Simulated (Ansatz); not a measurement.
C2H5OSi: several calculations on one system

### Relaxation

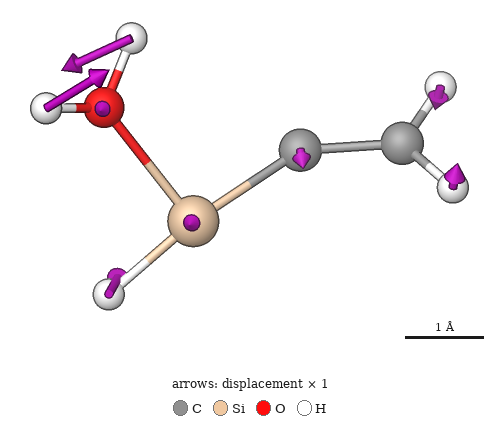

A relaxation of C$_{2}$H$_{5}$OSi (charge +1). The starting structure is drawn; purple arrows show the displacements, at their true length. The two geometries are superimposed by the best rigid fit.

The picture is a ball-and-stick view, seen at a tilt.

The run prepares an end point of a later path (torsion) calculation, from a guessed geometry.

Theory: RKS BLYP-D4/def2-SVP in Ansatz.

Input
```yaml
crystal:
  periodic: [false, false, false]
  atoms:
    - { symbol: C, position_ang: [-0.60754, 1.73169, -1.08289] }
    - { symbol: C, position_ang: [-0.46297, 0.49696, -0.63416] }
    - { symbol: Si, position_ang: [0.68854, -0.80597, -0.39878] }
    - { symbol: O, position_ang: [0.16889, -1.33089, 1.38064] }
    - { symbol: H, position_ang: [0.18965, 2.399, -1.38365] }
    - { symbol: H, position_ang: [-1.60281, 2.15406, -1.13278] }
    - { symbol: H, position_ang: [1.46134, -2.01681, -0.58649] }
    - { symbol: H, position_ang: [0.70428, -1.80728, 2.03402] }
    - { symbol: H, position_ang: [-0.53939, -0.82076, 1.80409] }
total_charge: 1
basis:
  gaussian: { orbitals: def2-SVP }
hamiltonian:
  xc: blyp
  dispersion: d4
relax:
  f_tol: 0.015
  max_steps: 40
```

Launched with:
```bash
ansatz run input.yaml --threads 1 --pin off --max-ram 2048MiB --backend cpu --events-out ev --progress --plain --runs-dir out
```

### Atoms of which element are displaced furthest, and by how much?

Hydrogen: up to 1.06 Å, against 0.31 Å for carbon.

### Describe the change and its energy.

The largest moves after the best rigid fit, 1.06 Å, are those of H8 and H9. Largest moves by element: H 1.06 Å, C 0.31 Å, Si 0.26 Å, O 0.24 Å. Near-neighbour distances that change, for instance: Si3–H7 1.449 → 1.490 Å, C1–H5 1.082 → 1.108 Å, O4–H9 0.970 → 0.986 Å, O4–H8 0.970 → 0.984 Å. Bond angles that change, for instance: C2–Si3–H7 162.4° → 114.3°, C1–C2–Si3 144.2° → 157.4°, Si3–O4–H9 117.2° → 124.3°. The energy falls by 16.4 kcal/mol in 31 accepted moves (38 points after the start). Largest force component: 1.9 eV/Å at the start, 0.013 eV/Å at the end. The line search rejected the trial steps at points 7, 16, 21, 25, 26, 30, 37 of the run.

### Relaxation

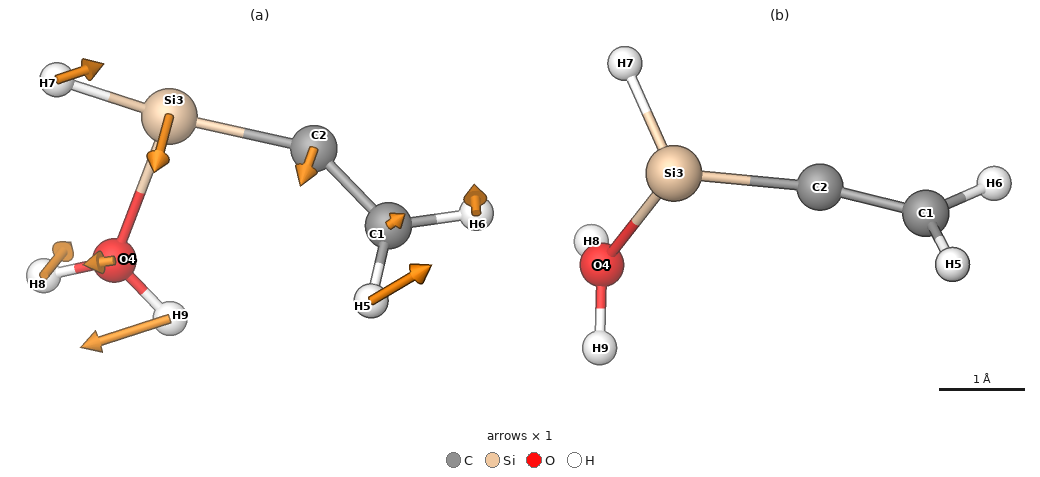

The structure of C2H5OSi (charge +1) before (left) and after (right) a relaxation, at one scale. The orange arrows give the displacements, at their true length.

Style: ball-and-stick. Shown at a tilt.

The run prepares an end point of a later path (torsion) calculation, from a guessed geometry.

Level of theory: Ansatz, RKS BLYP-D4/def2-SVP.

Input
```yaml
crystal:
  periodic: [false, false, false]
  atoms:
    - { symbol: C, position_ang: [-0.60754, 1.73169, -1.08289] }
    - { symbol: C, position_ang: [-0.46297, 0.49696, -0.63416] }
    - { symbol: Si, position_ang: [0.68854, -0.80597, -0.39878] }
    - { symbol: O, position_ang: [1.58546, -0.70793, -2.10108] }
    - { symbol: H, position_ang: [0.18965, 2.399, -1.38365] }
    - { symbol: H, position_ang: [-1.60281, 2.15406, -1.13278] }
    - { symbol: H, position_ang: [1.72834, -1.64608, 0.15944] }
    - { symbol: H, position_ang: [2.09051, -1.40879, -2.54179] }
    - { symbol: H, position_ang: [1.2611, -0.04963, -2.73561] }
total_charge: 1
basis:
  gaussian: { orbitals: def2-SVP }
hamiltonian:
  xc: blyp
  dispersion: d4
relax:
  f_tol: 0.015
  max_steps: 40
output:
  orbitals: {}
```

Command:
```bash
ansatz run input.yaml --threads 1 --pin off --max-ram 2048MiB --backend cpu --events-out ev --progress --plain --runs-dir out
```

Summarise the run.

Answer. After 19 accepted moves (24 points after the start) the energy has fallen by 31.6 kcal/mol. Largest force component: 2.8 eV/Å at the start, 0.0095 eV/Å at the end. The line search rejected the trial steps at points 9, 15, 17, 20, 22 of the run. The largest move after the best rigid fit is that of H9, 1.13 Å. By element the largest moves are H 1.13 Å, Si 0.90 Å, C 0.53 Å, O 0.42 Å. Among the contacts that change: Si3–H7 1.449 → 1.490 Å, C1–H5 1.082 → 1.108 Å, O4–H8 0.970 → 0.986 Å, O4–H9 0.970 → 0.984 Å. Bond angles that change, for instance: C2–Si3–H7 162.4° → 114.4°, C1–C2–Si3 144.2° → 157.3°, C2–Si3–O4 98.6° → 105.3°.

### Path

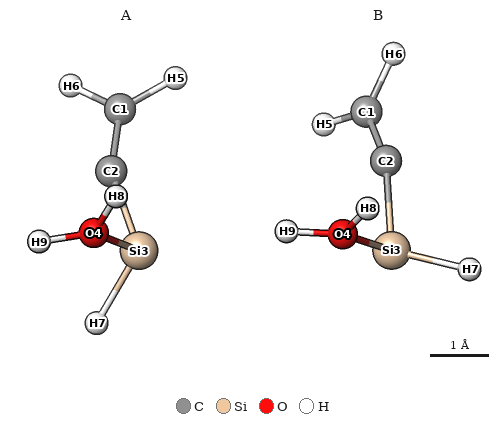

The two relaxed end points of a path for C₂H₅OSi (charge +1). A ball-and-stick model, seen from a free direction.

Computed with RKS BLYP-D4/def2-SVP (Ansatz 0.2.0).

Settings: 7 movable images; climbing image; force threshold 0.05 eV/Å; iteration limit 60.

Start:
```xyz
9

C    -0.5046    1.7580   -1.0679
C    -0.1696    0.5332   -0.7218
Si    0.8965   -0.8004   -0.2813
O     0.3608   -1.3209    1.4920
H     0.1958    2.6160   -1.0384
H    -1.5344    1.9759   -1.4186
H     0.5691   -2.0926   -0.9479
H     0.6245   -0.8080    2.2891
H    -0.4382   -1.8612    1.6948
```

End:
```xyz
9

C    -0.5088    1.7554   -1.0678
C    -0.0075    0.6005   -0.6839
Si    0.0638   -1.1467   -0.4565
O     0.1544   -1.4061    1.4479
H    -1.5533    1.8878   -1.4123
H     0.1260    2.6653   -1.0635
H     1.3869   -1.7543   -0.7747
H     0.9738   -1.2925    1.9839
H    -0.6353   -1.3093    2.0270
```

Question: Predict the minimum-energy path and its barrier.

Answer: The two ends have the same energy, and the highest point, image 4, lies 28.4 kcal/mol above the start. The motion is an edge inversion through a T-shaped arrangement: the angle C2–Si3–H7 opens from 114° to 178° on the way. No bond forms or breaks between the ends. Bond angles that change up to the highest image, for instance: C2–Si3–H7 114.3° → 177.5°, C1–C2–Si3 157.4° → 134.6°. The band converged in 18 iterations, with a climbing image at the top. At the top, the vibrational analysis gives one imaginary mode (703i cm⁻¹), as a transition state must have.

Energies of the converged images:

| image | path (Å) | E (kcal/mol) |
| --- | --- | --- |
| 0 | 0.00 | 0.0 |
| 1 | 1.04 | 0.5 |
| 2 | 2.07 | 1.1 |
| 3 | 3.11 | 11.2 |
| 4 | 4.14 | 28.4 |
| 5 | 4.94 | 16.1 |
| 6 | 5.74 | 3.3 |
| 7 | 6.54 | 0.6 |
| 8 | 7.34 | 0.0 |

The geometry at the top of the path:

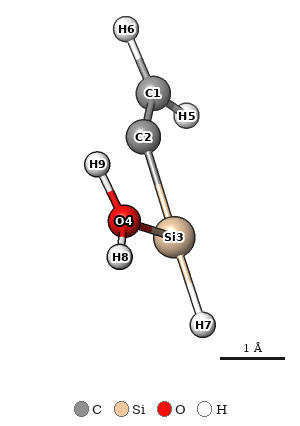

The run took 100 s on 1 thread of AMD EPYC 9R45 96-Core Processor (Zen 5), on a shared host, peak memory 0.13 GiB.
